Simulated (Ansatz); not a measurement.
Input

```
crystal:
  periodic: [false, false, false]
  atoms:
    - {symbol: Ge, position_ang: [-1.138263, 0.368145, -0.129897]}
    - {symbol: H, position_ang: [2.566400, -1.575557, 0.427891]}
    - {symbol: H, position_ang: [-1.909705, 0.464710, -1.449357]}
    - {symbol: H, position_ang: [-1.984798, 0.838073, 1.056678]}
    - {symbol: H, position_ang: [-0.573403, -1.036958, 0.096437]}
    - {symbol: H, position_ang: [2.377852, -0.866155, 0.288717]}
    - {symbol: Br, position_ang: [0.661919, 1.807743, -0.290469]}
basis:
  gaussian: {orbitals: def2-TZVPP}
hamiltonian: {xc: pbe0, dispersion: d4}
output: {orbitals: {seedname: orbitals}}
```

Command:

```sh
ansatz run in.yaml --threads 4 --pin off --events-out ev --progress --plain --max-ram 9574MiB
```

The product side of a reaction path; geometry: PBE0-D4/def2-TZVP.

Level of theory: RKS PBE0-D4/def2-TZVPP in Ansatz 0.2.0.

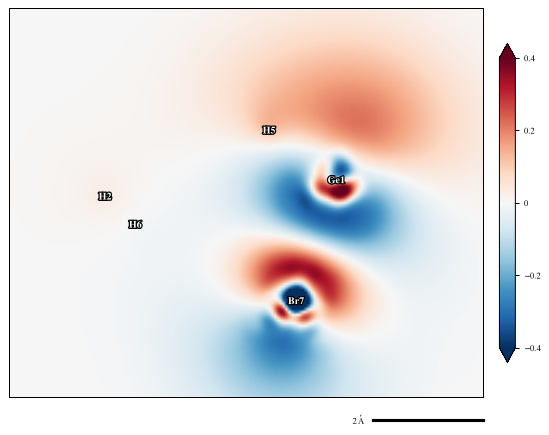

BrGeH3···H2. The LUMO on the plane of atoms H5, Ge1 and Br7 (values in Å⁻³ᐟ²; the overall sign is arbitrary).

**What is the character of this orbital?**

By Hirshfeld shares it lies mainly on Ge1 (about 45 %) and Br7 (about 40 %). Its energy is −0.65 eV.
